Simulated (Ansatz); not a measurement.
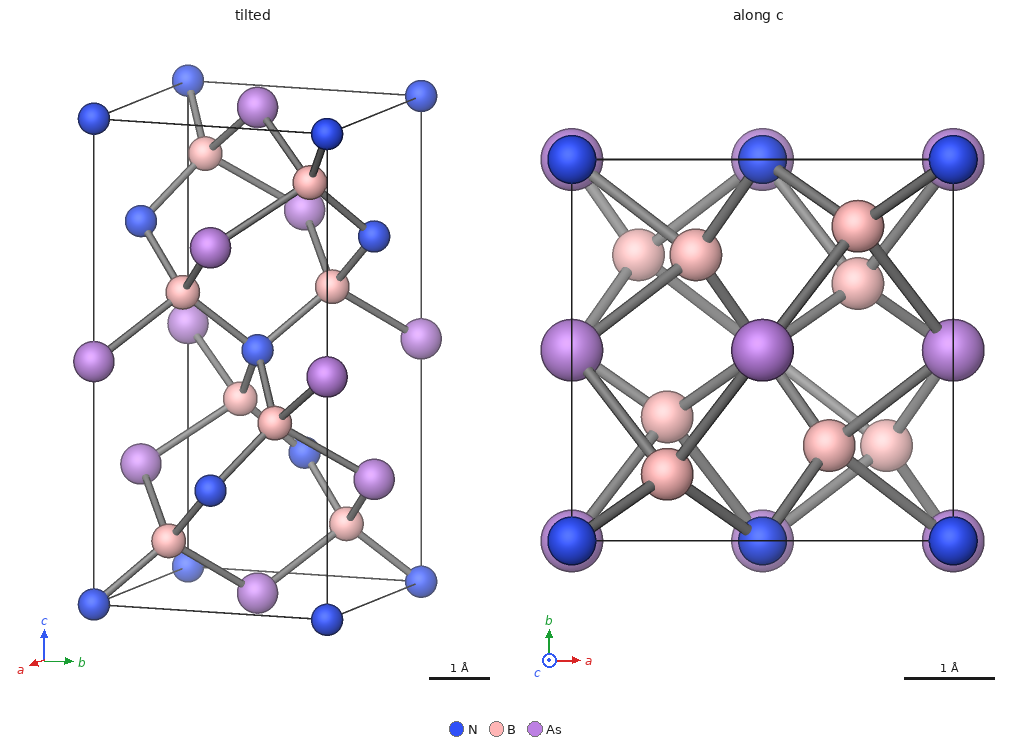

Ball-and-stick drawing of the structure, looking slightly off an axis and along the c axis. The edges of the conventional unit cell are marked.

B₂AsN, chalcopyrite, space group I-42d (No. 122), a = 4.242 Å, b = 4.242 Å, c = 8.307 Å, α = 90.00°, β = 90.00°, γ = 90.00°. Its origin is a structure type filled with these elements by a generator (whether the compound takes this form wasn't checked). Earlier steps of the study, as a rule a relaxation of our own, may have changed the cell and positions, so they can lie some per cent off the listed ones. A calculation with Ansatz used it as input.

This one geometry was computed with Ansatz (DFT, plane waves, PAW) at five levels of theory: HSE06, r2SCAN, PBE0, PBE and PBE with spin-orbit coupling. It was relaxed beforehand with r2SCAN.

Which level gives the highest pressure at this volume, and what does that say about its equilibrium volume?

Answer. Highest: PBE (2.3 GPa) and PBE with spin-orbit coupling (2.3 GPa), which points to the largest equilibrium volume. Lowest, with the smallest volume: HSE06 (-2.9 GPa) and PBE0 (-2.9 GPa). Levels within 0.5 GPa of each other can't be told apart.

How does the band gap change with the level of theory?

Answer. PBE with spin-orbit coupling: a gap of 2.03 eV, indirect; PBE: a gap of 2.08 eV, indirect; r2SCAN: a gap of 2.41 eV, indirect; HSE06: a gap of 2.97 eV, indirect; PBE0: a gap of 3.68 eV, indirect.

Collect the results in a table.

Answer.
| level | cutoff (eV) | k-mesh of the run's cell | gap (eV) | pressure (GPa) |
| --- | --- | --- | --- | --- |
| HSE06 | 420 | 6×6×6 | 2.97 | -2.9 |
| r2SCAN | 500 | 8×8×8 | 2.41 | 0.0 |
| PBE0 | 420 | 6×6×6 | 3.68 | -2.9 |
| PBE | 420 | 8×8×8 | 2.08 | 2.3 |
| PBE with spin-orbit coupling | 420 | 8×8×8 | 2.03 | 2.3 |

Gaps are taken on the k-mesh or band path of each run.
